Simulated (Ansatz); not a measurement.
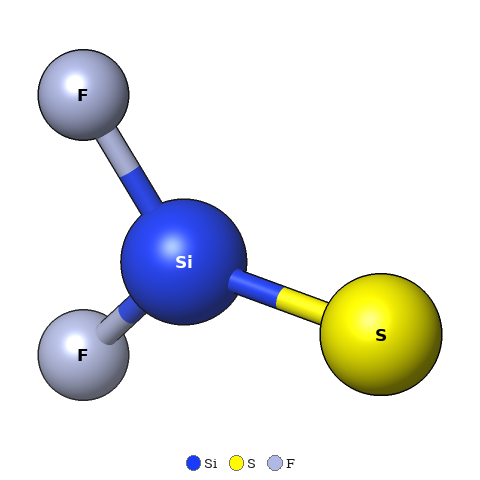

Every bond is drawn as one stick, whatever its order.

The geometry was computed by an optimisation with PBE0-D4/def2-TZVP.

**Count the atoms of each element.**

SiSF2, 4 atoms: 1 silicon, 1 sulfur and 2 fluorine.

**How many atoms are distinct by symmetry?**

3: 1 Si, 1 S, 2 F.

**Which point group does it belong to?**

C2v.

**Count the bonded pairs by element.**

2 F–Si, 1 S–Si. Sticks follow a distance rule.

The parts below concern this one geometry. Atoms keep their numbers from picture to picture.

## Shape

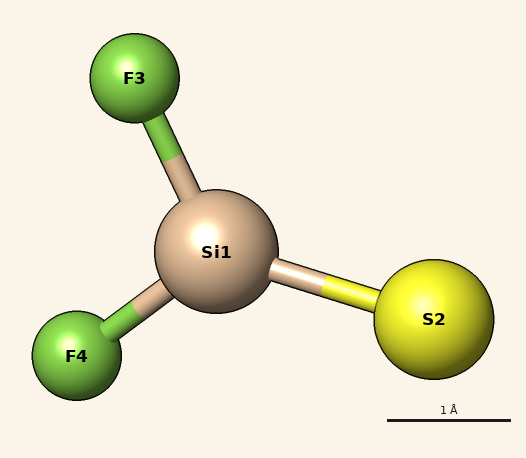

The atoms are numbered.

List the bonds and their lengths.

```json
{"bond": "Si1–S2", "length (Å)": "1.915"}
{"bond": "Si1–F3", "length (Å)": "1.570"}
{"bond": "Si1–F4", "length (Å)": "1.570"}
```

## Thermal motion

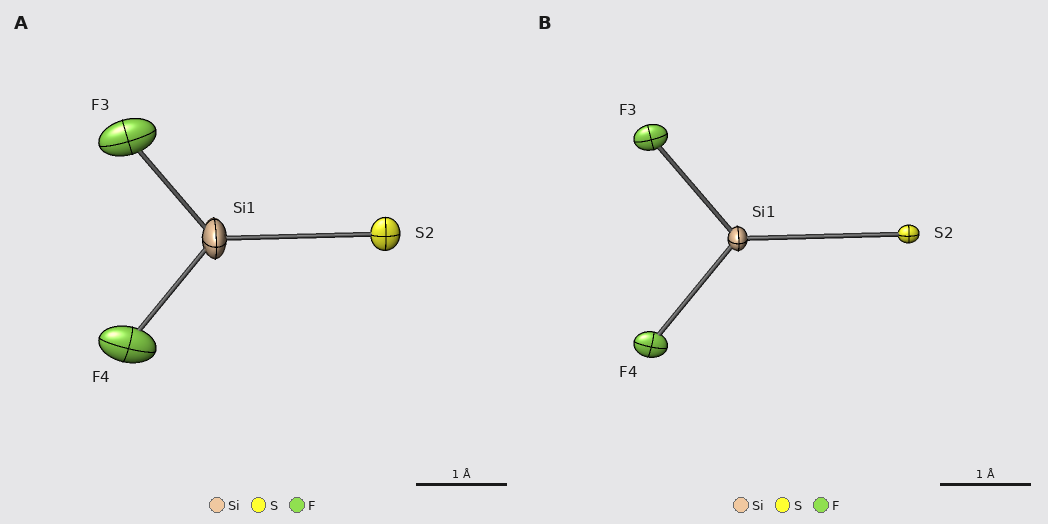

Displacement ellipsoids at the 50 % level, scaled by 3, from the internal vibrations of the free molecule (harmonic, no overall translation or rotation; no half-axis is drawn under 0.075 Å). Vibrations computed with RKS PBE0-D4/def2-TZVP (Ansatz 0.2.0). One panel is for 0 K (zero-point motion alone), the other for 600 K.

**Which panel is for 600 K?**

A.

**How much does the mean-square displacement of S2 grow, and why?**

U_eq goes from 0.00042 to 0.0011 Å², a factor of 2.6. Modes below kT (417 cm⁻¹ at 600 K) grow about in proportion to T, and the lowest lies at 247 cm⁻¹; the mean-square amplitude of a mode is its zero-point value times coth(ħω/2kT), which comes close to 1 only above about 3kT.

## Charges

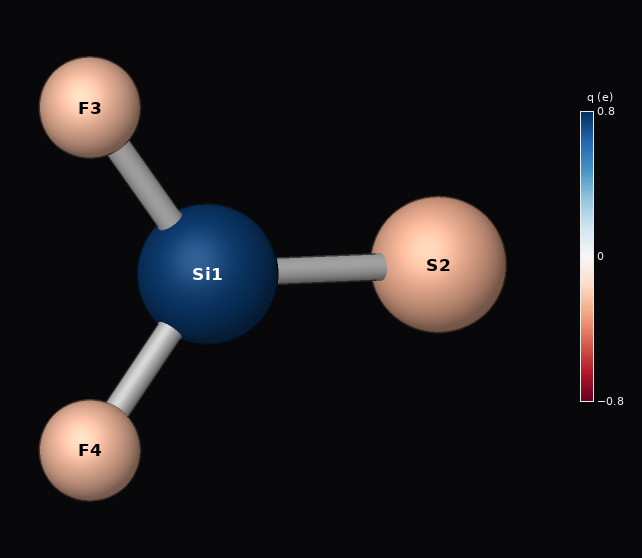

Atoms are coloured by their Mulliken charges. Method: RKS PBE0-D4/def2-TZVP (Ansatz 0.2.0).

List the Mulliken charges.

| atom | value (e) |
| --- | --- |
| Si1 | 0.77 |
| S2 | −0.27 |
| F3 | −0.25 |
| F4 | −0.25 |

## Electronic properties

Method: RKS PBE0-D4/def2-TZVPP (Ansatz 0.2.0).

**Estimate the HOMO–LUMO gap.**

6.38 eV.

**Give the HOMO energy (Kohn–Sham orbital) at this level.**

−8.04 eV.

Mulliken values depend strongly on the basis set and can even reverse the polarity of a bond.
